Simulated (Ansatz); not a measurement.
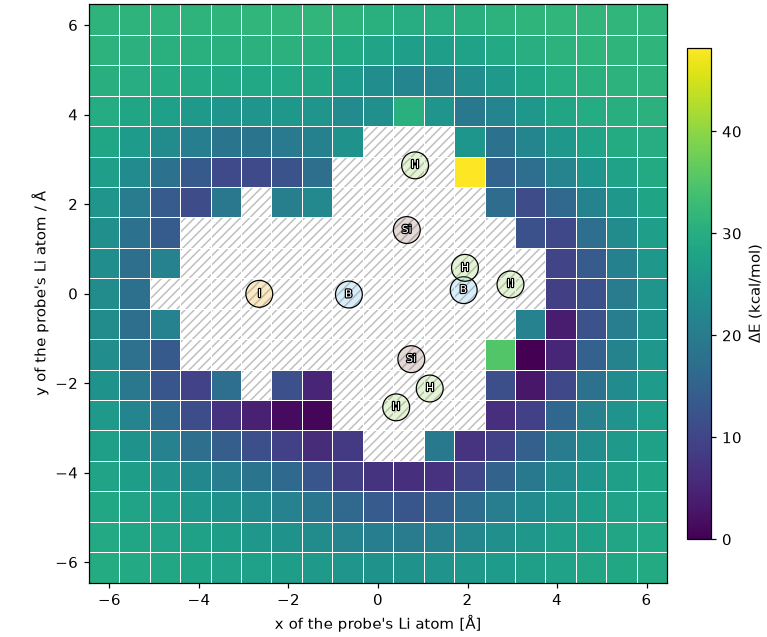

Energy landscape of B₂H₅ISi₂ (SMILES IB1[SiH2]B[SiH2]1) with the probe Li+. 
- The probe is moved over the molecule's main plane.
- The first coordinate is: x of the probe's Li atom; the second: y of the probe's Li atom.
- Nothing is relaxed (molecule and probe rigid).
- The scan uses a 19 × 19 grid. At 83 points there is no value (left out of the scan, as a rule where atoms come close).
- Energies: kcal/mol, counted from the lowest grid point.
- These are results of Ansatz 0.2.0, RKS SPW92 (LDA)/def2-SVP, not measurements.

Drawn: one coloured cell a grid point, labelled circles for the molecule's atoms, projected on the plane, hatched blanks where no value was computed. 

> Describe this landscape.

The lowest grid point is at x of the probe's Li atom = 3.40 Å, y of the probe's Li atom = −1.36 Å [nearest 1 H at 1.92 Å]. The highest grid point, x of the probe's Li atom = 2.04 Å, y of the probe's Li atom = 2.72 Å [nearest 1 H at 1.36 Å], lies 48.2 kcal/mol above the lowest.

The values on the grid:

| y of the probe's Li atom ↓, x of the probe's Li atom → | −6.12 | −4.76 | −3.40 | −2.04 | −0.68 | 0.68 | 2.04 | 3.40 | 4.76 | 6.12 |
| --- | --- | --- | --- | --- | --- | --- | --- | --- | --- | --- |
| 5.44 | 30.9 | 30.7 | 30.6 | 30.8 | 29.3 | 26.8 | 27.8 | 30.3 | 31.3 | 31.4 |
| 4.08 | 29.7 | 27.2 | 25.1 | 25.6 | 23.0 | 30.6 | 19.5 | 25.7 | 29.7 | 30.7 |
| 2.72 | 26.8 | 18.2 | 10.8 | 12.2 | – | – | 48.2 | 17.2 | 25.4 | 29.2 |
| 1.36 | 23.9 | 13.8 | – | – | – | – | – | 11.9 | 17.3 | 26.8 |
| 0.00 | 23.3 | – | – | – | – | – | – | – | 11.9 | 25.0 |
| −1.36 | 23.7 | 13.5 | – | – | – | – | – | 0.0 | 14.7 | 25.5 |
| −2.72 | 25.8 | 16.7 | 7.1 | 1.3 | – | – | – | 9.1 | 21.1 | 26.9 |
| −4.08 | 28.1 | 24.7 | 20.5 | 16.3 | 9.0 | 6.6 | 10.1 | 19.4 | 25.4 | 28.1 |
| −5.44 | 29.1 | 28.0 | 26.6 | 24.7 | 21.7 | 20.1 | 22.3 | 25.5 | 27.7 | 28.9 |

The table holds every second grid line.

The input of one point:

```yaml
crystal:
  periodic: [false, false, false]
  atoms:
    - { symbol: I, position_ang: [-2.652475, -0.006633, -0.294572] }
    - { symbol: B, position_ang: [-0.650063, -0.022304, 0.352522] }
    - { symbol: Si, position_ang: [0.744375, -1.46649, 0.163916] }
    - { symbol: B, position_ang: [1.914764, 0.076586, -0.418015] }
    - { symbol: Si, position_ang: [0.643399, 1.41884, 0.196148] }
    - { symbol: H, position_ang: [0.406768, -2.542756, -0.838981] }
    - { symbol: H, position_ang: [1.155805, -2.121787, 1.460013] }
    - { symbol: H, position_ang: [2.959669, 0.203737, -1.023211] }
    - { symbol: H, position_ang: [0.828363, 2.864543, 0.596776] }
    - { symbol: H, position_ang: [1.942694, 0.574302, 0.856724] }
    - { symbol: Li, position_ang: [3.4, -1.36, 0.0] }
total_charge: 1
basis:
  gaussian: { orbitals: def2-SVP }
hamiltonian:
  xc: lda
output:
  forces: true
```

The whole map (278 points run) took 21 min on 1 thread of Arm Neoverse V2 (shared host).
